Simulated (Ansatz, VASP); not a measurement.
## Cross-check of LiRu between VASP and Ansatz

Aim: how closely do two programs agree when they are given the same cell, functional and k mesh? The cell is invented: As first built, before any earlier steps moved the atoms (in the runner's words): it takes the LiPd structure with some of its atoms replaced by other elements, volume scaled by an estimate. It may not be a known or stable phase. The cell is taken from a series of VASP runs on this material, whose earlier steps may have relaxed, scaled or displaced it; both programs get it as it stands. Valence electrons are named where the data sets of a main pair hold unlike numbers.

Method: plane waves, with VASP 6.6.1 beside it; band structure at revPBE and single point at revPBE, in Ansatz 0.2.0.

## (1) The starting structure

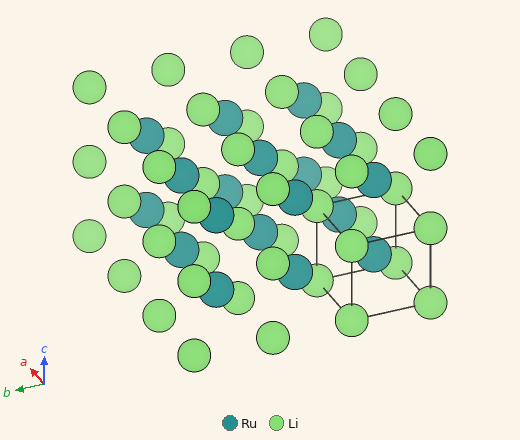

The starting structure, seen from a free direction (ruthenium teal, lithium green). 3×3×2 cells are drawn. Some periodic images of atoms are drawn too.

Coordinates:

```cif
data_structure
_symmetry_space_group_name_H-M 'P 1'
_symmetry_Int_Tables_number 1
_cell_length_a 2.9133
_cell_length_b 2.9133
_cell_length_c 2.9133
_cell_angle_alpha 90.000
_cell_angle_beta 90.000
_cell_angle_gamma 90.000
_cell_volume 24.73
loop_
_atom_site_label
_atom_site_type_symbol
_atom_site_fract_x
_atom_site_fract_y
_atom_site_fract_z
_atom_site_occupancy
Ru1 Ru 0.50000 0.50000 0.50000 1
Li2 Li 0.00000 0.00000 0.00000 1
```

## (2) VASP: band structure, revPBE

With cell and atoms fixed, the geometry can't cause a difference; cores, projectors, grids and the points listed under the comparison can.

Lines of VASP's logs that name or quote its potential files are left out, and so is its time.

File INCAR:

```
SYSTEM = LiRu
PREC = Accurate
ENCUT = 650
EDIFF = 1E-06
NELM = 100
ISMEAR = 0
SIGMA = 0.05
LREAL = .FALSE.
ALGO = Normal
GGA = RE
NBANDS = 20
LORBIT = 11
LWAVE = .FALSE.
LCHARG = .FALSE.
```

File POSCAR:

```
LiRu
1.0
    2.9133457172      0.0000000000      0.0000000000
    0.0000000000      2.9133457172      0.0000000000
    0.0000000000      0.0000000000      2.9133457172
Ru Li
1 1
Direct
    0.5000000000      0.5000000000      0.5000000000
    0.0000000000      0.0000000000      0.0000000000
```

File KPOINTS:

```
Automatic mesh
0
Gamma
8 8 8
0 0 0
```

File KPOINTS_OPT:

```
Line mode
16
Line-mode
Reciprocal
  0.00000000   0.00000000   0.00000000 GAMMA
  0.00000000   0.50000000   0.00000000 X

  0.00000000   0.50000000   0.00000000 X
  0.50000000   0.50000000   0.00000000 M

  0.50000000   0.50000000   0.00000000 M
  0.00000000   0.00000000   0.00000000 GAMMA

  0.00000000   0.00000000   0.00000000 GAMMA
  0.50000000   0.50000000   0.50000000 R

  0.50000000   0.50000000   0.50000000 R
  0.00000000   0.50000000   0.00000000 X

  0.50000000   0.50000000   0.00000000 M
  0.50000000   0.50000000   0.50000000 R
```

Potentials, in the order of the species: Ru_pv and Li_sv (PBE family, release 64).

Launch:

```sh
$ mpirun -np 1 vasp_std
```

Numbers of over 12 decimals in the logs are rounded to 6 here.

Log:

```text
[banner, memory and clock lines left out]
running    1 mpi-ranks, on    1 nodes
 distrk:  each k-point on    1 cores,    1 groups
 distr:  one band on    1 cores,    1 groups

 POSCAR found type information on POSCAR RuLi
 POSCAR found :  2 types and       2 ions
|                                                                             |
|               ----> ADVICE to this user running VASP <----                  |
|                                                                             |
|     You enforced a specific xc type in the INCAR file but a different       |
|     [... a line on the potential file left out ...]
|     I HOPE YOU KNOW WHAT YOU ARE DOING!                                     |
|                                                                             |

 LDA part: xc-table for (Slater+PW92), standard interpolation
 POSCAR, INCAR and KPOINTS ok, starting setup
 FFT: planning ... GRIDC
 FFT: planning ... GRID_SOFT
 FFT: planning ... GRID
 WAVECAR not read
 entering main loop
       N       E                     dE             d eps       ncg     rms          rms(c)
DAV:   1     0.157919485969E+03    0.15792E+03   -0.98273E+03  1400   0.102E+03
DAV:   2    -0.630543097850E+01   -0.16422E+03   -0.15591E+03  1580   0.296E+02
DAV:   3    -0.101097591662E+02   -0.38043E+01   -0.37379E+01  1952   0.457E+01
DAV:   4    -0.101864829153E+02   -0.76724E-01   -0.76638E-01  1596   0.589E+00
DAV:   5    -0.101882756736E+02   -0.17928E-02   -0.17927E-02  1632   0.763E-01    0.826E+00
DAV:   6    -0.939180826184E+01    0.79647E+00   -0.17532E+00  1512   0.133E+01    0.169E+00
DAV:   7    -0.935050594410E+01    0.41302E-01   -0.10292E-01  1508   0.329E+00    0.651E-01
DAV:   8    -0.935028361801E+01    0.22233E-03   -0.37182E-03  1568   0.489E-01    0.234E-01
DAV:   9    -0.935078237656E+01   -0.49876E-03   -0.10423E-03  1548   0.263E-01    0.357E-02
DAV:  10    -0.935079398261E+01   -0.11606E-04   -0.52435E-05  1628   0.558E-02    0.564E-03
DAV:  11    -0.935079423884E+01   -0.25623E-06   -0.44333E-06  1764   0.151E-02
   1 F= -.93507942E+01 E0= -.93500542E+01  d E =-.148002E-02
 Start KPOINTS_OPT (optional k-point list driver)
k-point batch [1-35\96]
       N       E                     dE             ncg
DAV:   1    -0.232408838784E+04   -0.21410E+05     1400
DAV:   2    -0.807754606886E+04   -0.57535E+04     1576
DAV:   3    -0.821308294151E+04   -0.13554E+03     1828
DAV:   4    -0.821559186345E+04   -0.25089E+01     1576
DAV:   5    -0.821564302218E+04   -0.51159E-01     1584
DAV:   6    -0.821564397814E+04   -0.95597E-03     1604
DAV:   7    -0.821564399883E+04   -0.20683E-04     1588
DAV:   8    -0.821564399929E+04   -0.46333E-06     1284
[...]
k-point batch [71-96\96]
       N       E                     dE             ncg
DAV:   1     0.698018641924E+04   -0.23279E+05     1040
DAV:   2     0.280682928730E+04   -0.41734E+04     1192
DAV:   3     0.271048280387E+04   -0.96346E+02     1288
DAV:   4     0.270875702033E+04   -0.17258E+01     1196
DAV:   5     0.270872968242E+04   -0.27338E-01     1212
DAV:   6     0.270872925984E+04   -0.42258E-03     1244
DAV:   7     0.270872925338E+04   -0.64573E-05     1176
DAV:   8     0.270872925326E+04   -0.12081E-06     1048
```

OUTCAR, selected parts (step 2):

```text
ion  position               nearest neighbor table
   1  0.500  0.500  0.500-   2 2.52   2 2.52   2 2.52   2 2.52   2 2.52   2 2.52   2 2.52   2 2.52

  LATTYP: Found a simple cubic cell.
 ALAT       =     2.9133457172

 Subroutine GETGRP returns: Found 48 space group operations
 (whereof 48 operations were pure point group operations)

The static configuration has the point symmetry O_h .

 Found     35 irreducible k-points:

   k-points           NKPTS =     35   k-points in BZ     NKDIM =     35   number of bands    NBANDS=     20

   dimension x,y,z NGX =    24 NGY =   24 NGZ =   24
   dimension x,y,z NGXF=    48 NGYF=   48 NGZF=   48

   ENCUT  =  650.0 eV  47.77 Ry    6.91 a.u.   6.06  6.06  6.06*2*pi/ulx,y,z

   NELECT =      17.0000    total number of electrons

 k-points in reciprocal lattice and weights: Automatic mesh
   0.00000000  0.00000000  0.00000000       0.002
   0.12500000  0.00000000  0.00000000       0.012
   0.25000000  0.00000000  0.00000000       0.012
   0.37500000  0.00000000  0.00000000       0.012
   0.50000000  0.00000000  0.00000000       0.006
   0.12500000  0.12500000  0.00000000       0.023
   0.25000000  0.12500000  0.00000000       0.047
   0.37500000  0.12500000  0.00000000       0.047
   0.50000000  0.12500000  0.00000000       0.023
[...]
0.50000000  0.50000000  0.37500000       0.012
   0.50000000  0.50000000  0.50000000       0.002

 average (electrostatic) potential at core
       1 -71.6569       2 -56.1794

 E-fermi :   7.4158

 k-point     1 :       0.0000    0.0000    0.0000
  band No.  band energies     occupation
    ...
      3     -34.4383      2.00000
      4     -34.4383      2.00000
      5       2.0032      2.00000
      6       4.3197      2.00000
      7       4.3197      2.00000
      8       8.1139      0.00000
      9       8.1139      0.00000
     10       8.1139      0.00000
     11      16.7059      0.00000
     12      16.7059      0.00000
    ...

 k-point     2 :       0.1250    0.0000    0.0000
  band No.  band energies     occupation
    ...
      3     -34.4351      2.00000
      4     -34.4351      2.00000
      5       2.2505      2.00000
      6       4.3905      2.00000
      7       4.5317      2.00000
      8       7.8250      0.00000
      9       7.8250      0.00000
     10       8.1359      0.00000
     11      15.6875      0.00000
     12      17.2895      0.00000
    ...

 k-point     3 :       0.2500    0.0000    0.0000
  band No.  band energies     occupation
    ...
      5       2.7654      2.00000
      6       4.5680      2.00000
      7       5.2823      2.00000
      8       7.2201      2.00000
      9       7.2201      2.00000
     10       8.1898      0.00000
     11      13.7421      0.00000
     12      18.7880      0.00000
     13      18.7880      0.00000
     14      19.3805      0.00000
    ...

  Total        0.0041609      0.0041609      0.0041609     -0.0000000      0.0000000     -0.0000000
  in kB        0.2695985      0.2695985      0.2695985     -0.0000000      0.0000000     -0.0000000
  external PRESSURE =       0.2695985 kB  Pullay stress =       0.0000000 kB

  energy-cutoff  :      650.00
  volume of cell :       24.73
      direct lattice vectors                 reciprocal lattice vectors
     2.913345717  0.000000000  0.000000000     0.343247969  0.000000000  0.000000000
     0.000000000  2.913345717  0.000000000     0.000000000  0.343247969  0.000000000
     0.000000000  0.000000000  2.913345717     0.000000000  0.000000000  0.343247969

 POSITION                                       TOTAL-FORCE (eV/Angst)
 -----------------------------------------------------------------------------------
      1.45667      1.45667      1.45667         0.000000      0.000000      0.000000
      0.00000      0.00000      0.00000         0.000000      0.000000      0.000000
 -----------------------------------------------------------------------------------
    total drift:                                0.000000     -0.000000     -0.000000

  FREE ENERGIE OF THE ION-ELECTRON SYSTEM (eV)
  ---------------------------------------------------
  free  energy   TOTEN  =        -9.3507942388 eV

  energy  without entropy=       -9.3493142158  energy(sigma->0) =       -9.35005423

 total charge
# of ion       s       p       d       tot
------------------------------------------
    1        0.361   6.129   6.034  12.525
    2        2.062   0.112   0.000   2.173
--------------------------------------------------
tot          2.423   6.241   6.034  14.698

[... 3 further parts left out ...]
```

Spin-orbit coupling is off here; it would split degenerate levels.

## (3) Ansatz: band structure, revPBE

Ansatz runs on its default PAW (the set named soft_2) files.

The same cell, functional, mesh and smearing now go to Ansatz, which takes its cutoff from its data sets.

File input.yaml:

```yaml
crystal:
  lattice:
    - [2.9133457172, 0.0, 0.0]
    - [0.0, 2.9133457172, 0.0]
    - [0.0, 0.0, 2.9133457172]
  atoms:
    - { symbol: Ru, position: [0.5, 0.5, 0.5] }
    - { symbol: Li, position: [0.0, 0.0, 0.0] }
hamiltonian:
  xc: revpbe
  pseudopotentials: { kind: paw }
kpoints:
  mp_grid: { grid: [8, 8, 8] }
  band_path:
    path:
      - [0.0, 0.0, 0.0]
      - [0.0, 0.1, 0.0]
      - [0.0, 0.2, 0.0]
      - [0.0, 0.3, 0.0]
      - [0.0, 0.43333, 0.0]
      - [0.0, 0.5, 0.0]
      - [0.1, 0.5, 0.0]
      - [0.2, 0.5, 0.0]
      - [0.33333, 0.5, 0.0]
      - [0.43333, 0.5, 0.0]
      - [0.5, 0.5, 0.0]
      - [0.36667, 0.36667, 0.0]
      - [0.26667, 0.26667, 0.0]
      - [0.16667, 0.16667, 0.0]
      - [0.06667, 0.06667, 0.0]
      - [0.03333, 0.03333, 0.03333]
      - [0.13333, 0.13333, 0.13333]
      - [0.23333, 0.23333, 0.23333]
      - [0.33333, 0.33333, 0.33333]
      - [0.46667, 0.46667, 0.46667]
      - [0.46667, 0.5, 0.46667]
      - [0.36667, 0.5, 0.36667]
      - [0.23333, 0.5, 0.23333]
      - [0.13333, 0.5, 0.13333]
      - [0.03333, 0.5, 0.03333]
      - [0.5, 0.5, 0.03333]
      - [0.5, 0.5, 0.16667]
      - [0.5, 0.5, 0.26667]
      - [0.5, 0.5, 0.36667]
      - [0.5, 0.5, 0.5]
    npoints: 1
scf:
  occupations: { method: gaussian, width: 0.05 }
  n_extra_bands: 7
output:
  forces: true
  stress: true
  eigenvalues: true
```

Launch:

```sh
$ ansatz run input.yaml --threads 2 --pin off --max-ram 4608MiB --backend cpu --events-out ev --progress --plain --runs-dir out
```

Log:

```text
scf.n_extra_bands = 7 over 10 filled bands (N_el = 19.0): the run solves 17 bands
Engine: ansatz 0.2.0, aarch64-unknown-linux-gnu
Pseudopotentials: kind: paw
Pseudopotential: Ru, paw, valence charge 16, recommended cutoff 420 eV (normal), Ru.paw.azcp
Pseudopotential: Li, paw, valence charge 3, recommended cutoff 420 eV (normal), Li.paw.azcp
Functional definition: revPBE
  parameter kappa = 1.245
  parameter beta = 0.066725
  exchange = pbe_x(kappa = kappa, mu = beta*pi^2/3)
  correlation = pbe_c(beta = beta)
Crystal: 2 atoms, lattice volume = 24.727 Å³
Basis set: ecut = 420 eV, 461 PW (Γ), exchange–correlation on 40×40×40 points (8 copies of the dense FFT grid, shifted against one another)
Bands: 17, of which v1, the nominal top of the filled ones, is band 10 counted from 1 (9 counted from 0)
Symmetry: 48 space group operations
Space group: Pm-3m (ITA 221), of the structure as read, at distance tolerance 2.9e-5 Å
k-points: 35 of 512
Non-local potential: Ru, projectors of the file, l = 0: 3, l = 1: 2, l = 2: 2, l = 3: 1
Non-local potential: Li, projectors of the file, l = 0: 3, l = 1: 2, l = 2: 1
PAW form: soft (Blöchl's): semilocal exchange-correlation on the pseudo side does not see the compensation charge
PAW frozen core: Ru, regenerated for the run's functional, and the local potential with it (the file was generated under x = pbe(κ = 0.804, μ = 0.219515), c = pbe(β = 0.066725))
PAW one-centre angular grid: Ru, 590 points (default); XC on 64 Gauss nodes
PAW one-centre angular grid: Li, 110 points (default); XC on 64 Gauss nodes
Initial density: superposition of atomic densities (neutral atoms: chi_scale 0, normalization atom), corrected by the library's trained network
Initial wavefunctions: pseudopotential atomic-orbital guess
Functional: x = revpbe(κ = 1.245, μ = 0.219515), c = pbe(β = 0.066725)
SCF iter   1: F=—  HF=-6087.949041 eV  |F-HF|=—  |Δ(HF+E_count)|=         —  Δρ=6.69e-3  dr2=1.30e-2  ethr=1.77e-3  ⟨swp⟩=5.3  Hψ=3112  notcnv=0  defer=14
preconditioner: auto → none  [insulator: Δε(μ)=0.084 eV  Ē_g=12.239 eV  σ=0.050 eV  W_gap=0.73  n_scr=6 (ndim 8)  ℏωp=22.4 eV  f_vac=0.000  D(μ)=1.52/eV (n_scr^D=18)  ε∞_Penn≈4.4]
SCF iter   2: F=—  HF=-6087.946250 eV  |F-HF|=—  |Δ(HF+E_count)|=   2.79e-3  Δρ=2.66e-3  dr2=1.70e-3  ethr=6.85e-5  ⟨swp⟩=1.5  Hψ=926  notcnv=0  defer=46
SCF iter   3: F=—  HF=-6087.945833 eV  |F-HF|=—  |Δ(HF+E_count)|=   4.16e-4  Δρ=4.47e-4  dr2=6.09e-5  ethr=8.94e-6  ⟨swp⟩=1.8  Hψ=588  notcnv=0  defer=46
SCF iter   4: F=—  HF=-6087.945875 eV  |F-HF|=—  |Δ(HF+E_count)|=   4.13e-5  Δρ=5.72e-5  dr2=6.81e-7  ethr=3.20e-7  ⟨swp⟩=1.6  Hψ=559  notcnv=0  defer=46
iter 5 did not close the SCF: its close was put off for the readings that it lacked (scf_convergence_deferred on its scf_iter line)
SCF iter   5: F=-6087.945875 eV  HF=-6087.945875 eV  |F-HF|=2.20e-9  |Δ(HF+E_count)|=   9.65e-8  Δρ=8.75e-6  dr2=4.95e-9  ethr=3.59e-9  ⟨swp⟩=2.2  Hψ=785  notcnv=0  defer=46
SCF iter   6: F=-6087.945875 eV  HF=-6087.945875 eV  |F-HF|=7.09e-11  |Δ(HF+E_count)|=   2.71e-9  Δρ=6.68e-7  dr2=1.09e-10  ethr=2.60e-11  ⟨swp⟩=5.3  Hψ=2313  notcnv=0
SCF 1 converged in 6 iterations: F = -6087.945875 eV  dr2 = 1.09e-10
  greatest PAW one-centre occupation: 1.000 electrons in one spin orbital (limit 2), on the Li atom at site 1 (counted from 0), in its partial waves of l = 0
NSCF: frozen V_eff on 30 k-points
SCF converged after 6 iterations
Free energy (F): -6087.945875 eV
Harris-Foulkes:  -6087.945875 eV  (|F-HF|=7.09e-11)
Internal energy: -6087.944393 eV  (E = F + TS)
E sigma→0 (E₀):  -6087.945134 eV
Entropy (-TS):   -0.001482 eV (-0.741 meV/atom)
Fermi energy:    13.618561 eV
--- Per-component energies (eV) ---
  E_band       = -242.258291
  E_kinetic    = 538.462889
  E_local      = -1796.504908  (includes V_loc(G=0)·N_el)
  E_nonlocal   = 312.201423
  E_hartree    = 595.547139
  E_xc         = -200.688215
  E_vxc        = -251.863786  (∫ρ·V_xc dr)
  E_paw        = -3488.484461  (= ΣΔE_a)
  E_vpaw       = -235.647529  (= ΣTr[D̂ρ^β])
  E_aug_tail   = -0.000186  (compensation charges beyond the density's cutoff)
  E_ewald      = -2048.405986
  E_core_change = -0.072087  (= ΣΔE_core)
  E_smearing   = -0.001482  (= −TS)
  E_closure    = 0.000000  (closes the sum)
  Σ components = -6087.945875   (vs F -6087.945875, Δ=0.00e0)
--- Forces (eV/Å), atoms counted from 1 ---
  atom   1  Ru     0.00000000    -0.00000000     0.00000000
  atom   2  Li    -0.00000000     0.00000000    -0.00000000
  max |Σ_I F_I| component: 5.62e-29 eV/Å
--- Stress (GPa, compression-positive) ---
        0.123426       0.000000       0.000000
        0.000000       0.123426       0.000000
        0.000000       0.000000       0.123426
  P = ⅓ Tr σ = 0.1234 GPa (1.234 kbar)
--- Band table (eV; the first three rows and the last of 35) ---
  k-point 0: bands = [... 6 lower, 10.5246, 10.5246, 14.3181, 14.3181, 14.3181, 22.8918, 22.8918, 22.8918, ... 3 higher]
  k-point 1: bands = [... 6 lower, 10.5952, 10.7364, 14.0288, 14.0288, 14.3401, 21.8779, 23.4746, 23.4746, ... 3 higher]
  k-point 2: bands = [... 6 lower, 10.7723, 11.4863, 13.4229, 13.4229, 14.3937, 19.9387, 24.9700, 24.9700, ... 3 higher]
  k-point 34: bands = [... 6 lower, 10.1942, 10.1942, 15.5551, 15.5551, 20.9749, 20.9749, 20.9749, 24.6799, ... 3 higher]
```

Elapsed: 1 s, on 2 threads of Arm Neoverse V2, shared host; peak memory 0.26 GiB; 1.4 s of CPU time.

Reading the cycles: dr2 is the Hartree energy of the density residual (eV), the measure of convergence; HF is the Harris–Foulkes estimate of the energy, which meets the free energy F at convergence.

## (4) Side by side

Known differences besides the potentials themselves: the data sets hold 19 valence electrons in Ansatz (on its default PAW (the set named soft_2) files) and 17 in VASP; the cutoff is 420 eV in Ansatz and 650 eV in VASP; Ansatz makes its cores anew for this functional, VASP keeps those of its PBE data sets; VASP leaves aspherical gradient terms in its spheres out (LASPH is not set), Ansatz keeps them. Total energies have different zeros and are not compared.

Compared:

```
      quantity  Ansatz  VASP  difference
pressure (GPa)    0.12  0.03       +0.10
```

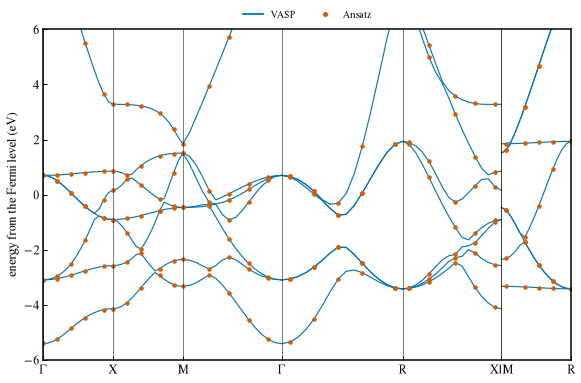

Bands from VASP (lines) and levels from Ansatz (dots). Dots without a line are higher empty bands that the VASP plot leaves out.

Levels from 3 eV below to 2 eV above the Fermi level differ by 2 meV r.m.s. and 5 meV at most; each VASP level is matched to the nearest of Ansatz, which flatters the figure a little. Ansatz's pressure holds a Pulay correction of 0.04 GPa; VASP's holds none.

(Part 1 of 2 ends here.)

[Lines on the potential files, build, host, timing and source positions are cut from VASP's logs without a mark.]

[Logs are printed without paths, hosts, clocks, repeated set-up lines and the standing remarks that a program may print on its own settings, such as how far it seeks lower states.]

[Hosts, paths, dates, database ids (printed as entryN), source tags and the programs' standing remarks are cut or masked in the printed files.]
